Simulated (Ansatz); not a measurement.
# One shape, several levels: NBrO (nitrosyl bromide)

We compute a comparison of 3 runs (HF/STO-3G, UMP2/STO-3G, CCSD(T)/STO-3G) of NBrO (nitrosyl bromide). 

Program for the calculation: Ansatz 0.2.0.

69 further runs of the same task are left out: 10 that didn't finish, 59 set aside as unsound or not needed.

## 1. The structure to begin with

NBrO: 3 atoms, total charge 0, spin state singlet. SMILES: `O=NBr`. The Br3–N2 distance was set to 4.233 Å, away from the relaxed value. At this shape a bond of the SMILES string is far longer than usual.

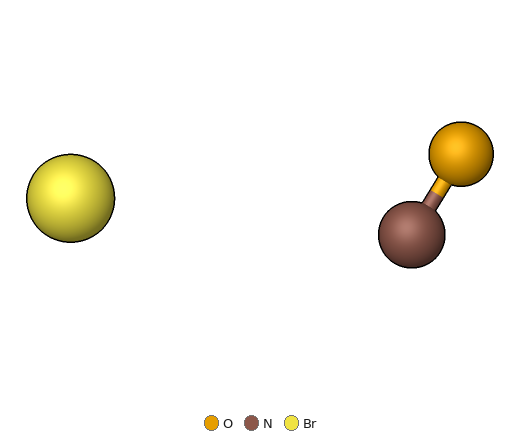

Viewed from a chosen angle; oxygen amber, nitrogen brown, bromine yellow.

## 2. The energy at HF/STO-3G (run 1)

molecule.yaml reads:

```yaml
crystal:
  periodic: [false, false, false]
  atoms:
    - {symbol: O, position_ang: [1.793681, -2.566562, 0.711190]}
    - {symbol: N, position_ang: [0.806961, -2.556242, 0.169730]}
    - {symbol: Br, position_ang: [-0.896840, 1.283280, -0.355590]}
basis:
  gaussian:
    orbitals: STO-3G
hamiltonian:
  xc: hf
accuracy: high
```

Run with:

```bash
ansatz run molecule.yaml --threads 1 --pin off --max-ram 3480MiB --events-out events.jsonl --progress --plain --runs-dir runs
```

Output:

```text
Warning: RAYON_NUM_THREADS=1 ignored (pool sized by the plan → 1); use --threads N
Functional definition: HF
  name "HF"
  exchange = exact_x
  correlation = 0
345 factors; integrals over basis functions are off by at most 2.4e-8 eV
mean field evaluation 1: about -72704.7259 eV, gradient 7.7e0 eV
mean field evaluation 2: about -72704.7390 eV, gradient 7.8e0 eV
mean field evaluation 4: about -72704.8433 eV, gradient 3.6e0 eV
mean field evaluation 8: about -72605.3823 eV, gradient 1.0e1 eV
mean field evaluation 16: about -72707.6883 eV, gradient 3.3e-2 eV
mean field evaluation 32: about -72707.6532 eV, gradient 1.2e-1 eV
mean field evaluation 64: about -72707.2877 eV, gradient 5.9e0 eV
mean field evaluation 96: about -72707.3421 eV, gradient 5.0e0 eV
mean field -72707.68829715 eV, -2671.9582618791 hartree, gradient 2.3e-8 eV, S^2 0.000000; 1 other end points of the search recorded, 0 dependent functions left out
reference -72707.68829715 eV, -2671.9582618791 hartree; 25, 25 occupied and 3, 3 virtual orbitals, 345 factors
Total energy: -72707.68829715 eV, -2671.9582618791 hartree
```

It took 0.34 s on 1 thread of Intel Xeon Platinum 8375C at 2.90GHz (Ice Lake), shared host.

## 3. A single-point energy at UMP2/STO-3G (run 2)

run.yaml reads:

```yaml
crystal:
  periodic: [false, false, false]
  atoms:
    - {symbol: O, position_ang: [1.793681, -2.566562, 0.711190]}
    - {symbol: "N", position_ang: [0.806961, -2.556242, 0.169730]}
    - {symbol: Br, position_ang: [-0.896840, 1.283280, -0.355590]}
basis:
  gaussian:
    orbitals: STO-3G
magnetization:
  spin_polarized: true
correlation:
  method: mp2
  frozen_orbitals: {Br: 9, "N": 1, O: 1}
accuracy: high
```

Run with:

```bash
ansatz run run.yaml --threads 1 --pin off --max-ram 3480MiB --events-out events.jsonl --progress --plain --runs-dir runs
```

Output, shortened:

```text
Warning: RAYON_NUM_THREADS=1 ignored (pool sized by the plan → 1); use --threads N
[... 2 set-up lines as earlier in the session ...]
[...]
345 factors; integrals over basis functions are off by at most 2.4e-8 eV
[...]
mean field -72713.12306145 eV, -2672.1579857833 hartree, gradient 2.2e-8 eV, S^2 1.092957; 19 other end points of the search recorded, 0 dependent functions left out
11 core orbitals not correlated: weight in the atoms' cores, before any rotation towards them, 1.000 or more for the frozen orbitals, at most 0.000 for the correlated occupied ones
reference -72713.12306145 eV, -2672.1579857833 hartree; 14, 14 occupied and 3, 3 virtual orbitals, 345 factors
second order -2.77485996 eV of doubles, -0.00000000 eV of singles
Total energy: -72715.89792141 eV, -2672.2599600061 hartree
```

Run time: 6 s. Hardware: 1 thread of Intel Xeon Platinum 8375C at 2.90GHz (Ice Lake), shared host; peak memory 0.11 GiB.

## 4. A single-point energy at CCSD(T)/STO-3G (run 3)

input.yaml reads:

```yaml
crystal:
  periodic: [false, false, false]
  atoms:
    - {symbol: O, position_ang: [1.793681, -2.566562, 0.711190]}
    - {symbol: "N", position_ang: [0.806961, -2.556242, 0.169730]}
    - {symbol: Br, position_ang: [-0.896840, 1.283280, -0.355590]}
basis:
  gaussian:
    orbitals: STO-3G
correlation:
  method: ccsd_t
  frozen_orbitals: {Br: 9, "N": 1, O: 1}
accuracy: high
scf:
  omitted_lower_state_checks: [cluster_reference, increment]
```

Run with:

```bash
ansatz run input.yaml --threads 1 --pin off --max-ram 3480MiB --events-out events.jsonl --progress --plain --runs-dir runs
```

Output:

```text
Warning: RAYON_NUM_THREADS=1 ignored (pool sized by the plan → 1); use --threads N
[... 15 lines left out ...]
11 core orbitals not correlated: weight in the atoms' cores, before any rotation towards them, 1.000 or more for the frozen orbitals, at most 0.000 for the correlated occupied ones
[... 52 lines left out ...]
WARN: these amplitudes may be one of several solutions (largest doubles amplitude 0.96, level shift 12.90 eV)
Total energy: -72717.26048569 eV, -2672.3100333196 hartree
Checks for a lower state left out: cluster_reference, increment
```

It took 1 s on 1 thread of Intel Xeon Platinum 8375C at 2.90GHz (Ice Lake), shared host.

## 5. All runs side by side

| run | level | frozen core orbitals | energy (Eh) | wall time |
| --- | --- | --- | --- | --- |
| 1 | HF/STO-3G | – | -2671.958262 | 0.34 s |
| 2 | UMP2/STO-3G | 11 | -2672.259960 | 6 s |
| 3 | CCSD(T)/STO-3G | 11 | -2672.310033 | 1 s |

## 6. Summary of results

| quantity | value |
| --- | --- |
| run 3: total energy | -2672.31003 Eh |
| run 3: correlation energy (11 core orbitals frozen) | -351.8 mEh |
| run 3: (T) correction | -52.43 mEh |
| run 3: T1 diagnostic | 0.075 |

Below the HF energy at the same shape and in the same basis (STO-3G): UMP2 -301.7 mEh; CCSD(T) -351.8 mEh. Some of these start from another determinant than that one, so these aren't their correlation energies. In run 3 the T1 diagnostic is large, so a single reference may not serve. In run 3 the log says that unrestricted orbitals would lower the reference, so the values rest on an unstable closed-shell determinant (other closed-shell runs at this shape may share the fault). In runs 1, 2, 3 the basis is minimal, so the values are rough. In runs 1, 3 a closed-shell determinant meets a far-stretched bond, which it describes badly. Spin contamination of the reference: run 2 ⟨S²⟩ = 1.09. Where it is this large, the reference is a mixture of spin states, and values that rest on it are in doubt. All runs together took 7.4 s, the longest 6 s.
